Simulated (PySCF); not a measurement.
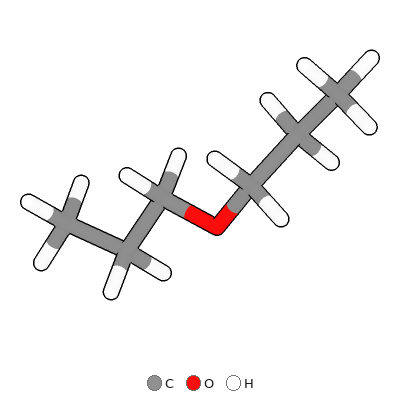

Structure of C₆H₁₄O (di-n-propyl ether), SMILES CCCOCCC.

Simulated rotational absorption lines between 2 and 8 GHz at 10 K: rigid rotor with the equilibrium constants and dipole of one optimised conformer (PBE0-D3(BJ)/def2-SVP, PySCF 2.14.0), commonest isotopes; no centrifugal distortion, hyperfine structure, internal rotation or nuclear-spin weights; lines within 1 MHz of each other are summed. Lines of different type are drawn apart.

Question: What are the rotational constants, and what kind of rotor is it?

Answer: Rotational constants A, B, C = 8.429, 0.8993, 0.8583 GHz; Ray's κ = −0.99, a near-prolate asymmetric top.

Question: Which dipole components drive the lines?

Answer:
|μa|, |μb|, |μc| = 0.29, 0.93, 0.54 D; b-type lines carry 53 % of the intensity in this range.

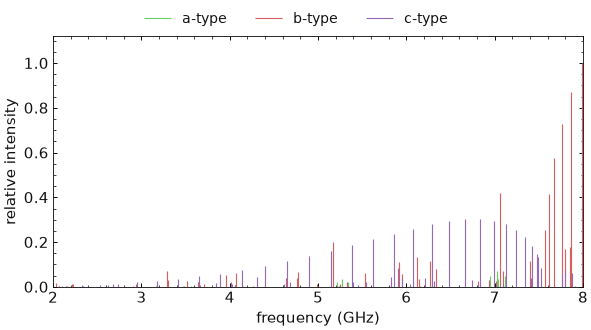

Known limits of this run: coarse grid, loose stop and no frequency check, small forces are noise and the end may be a saddle.
